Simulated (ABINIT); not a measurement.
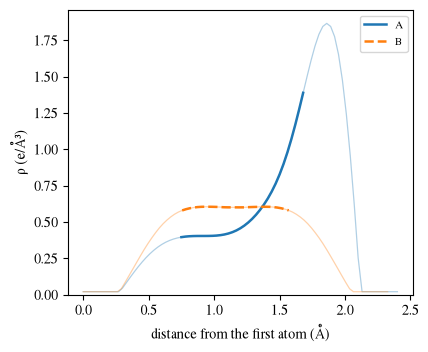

Figure. Si2Cl. Valence pseudo-density along straight lines between neighbouring atoms. Thin, pale parts lie inside the atomic spheres.

Space group P1; a generated structure, not necessarily the stable one.

Level of theory: Kohn-Sham DFT of a periodic cell, PBE, JTH PAW PBE v2.0 (ABINIT).

The density is the valence pseudo-density of a PAW calculation; it isn't the true density close to the nuclei.

### Which curve belongs to which contact (Si–Cl and Si–Si)? The first atom named is at distance zero.

Curve A: Si–Cl (2.40 Å): the density is about 0.46 e/Å³ at the midpoint. Curve B: Si–Si (2.33 Å): the density is about 0.6 e/Å³ at the midpoint.
